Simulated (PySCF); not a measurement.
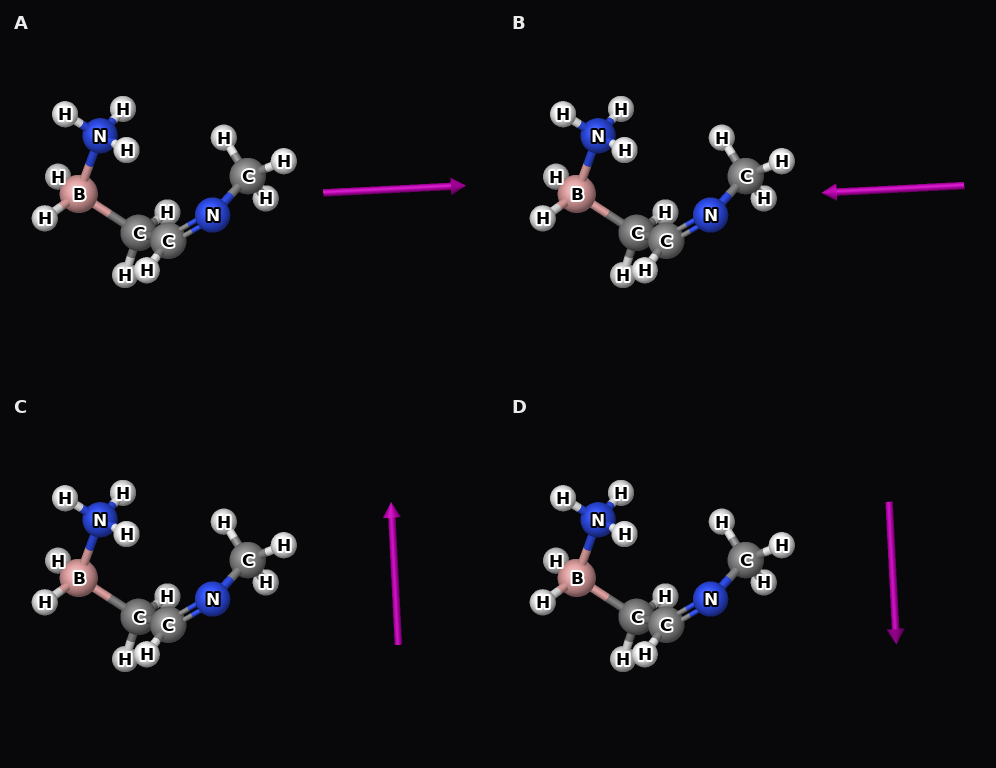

The same molecule four times, each with an arrow. The computed structure is the end point of a GFN2-xTB optimisation. No frequency run is at hand to confirm it as a minimum. Properties computed with PBE0/def2-SVPD, gas phase (PySCF 2.14.0).

### Which arrow points along the dipole moment, from the negative to the positive end?

C. The dipole moment is 3.84 D.

The geometry is semi-empirical. Around B such bond lengths and angles can be off by a tenth of an ångström or more and by several degrees, and values that hang on the shape move with them.
